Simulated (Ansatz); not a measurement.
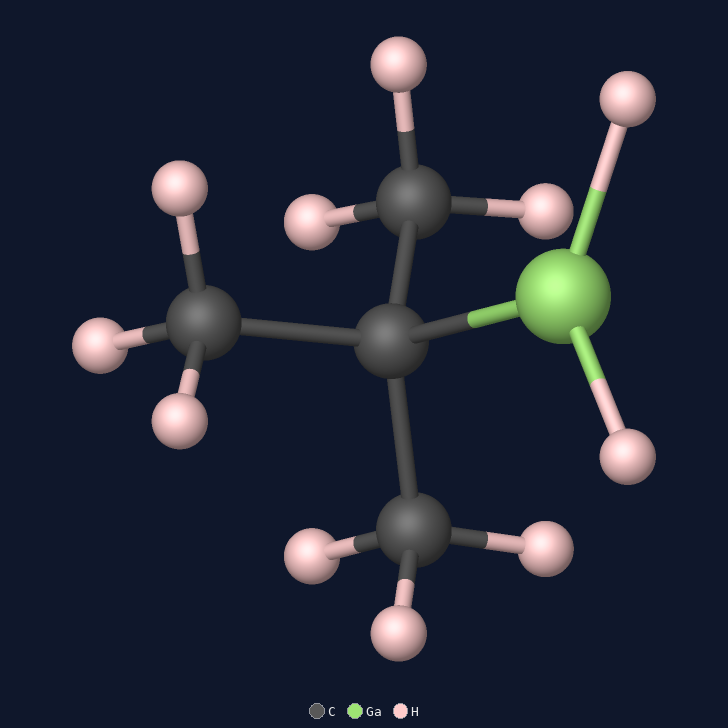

Harmonic vibrations computed with RKS PBE0-D4/def2-TZVP (Ansatz 0.2.0) at a stationary point of the same level.

Q: Minimum or transition state?

A: A minimum: no imaginary frequency, and the lowest mode lies at 42 cm⁻¹.

Q: List the wavenumbers.

A: 42 modes: 42, 139, 184, 241, 265, 277, 279, 351, 362, 472, 530, 589, 748, 831, 955, 962, 964, 1020, 1035, 1207, 1222, 1233, 1388, 1392, 1418, 1471, 1472, 1473, 1495, 1497, 1500, 1932, 1937, 2998, 3001, 3005, 3065, 3075, 3077, 3094, 3106, 3107 cm⁻¹.
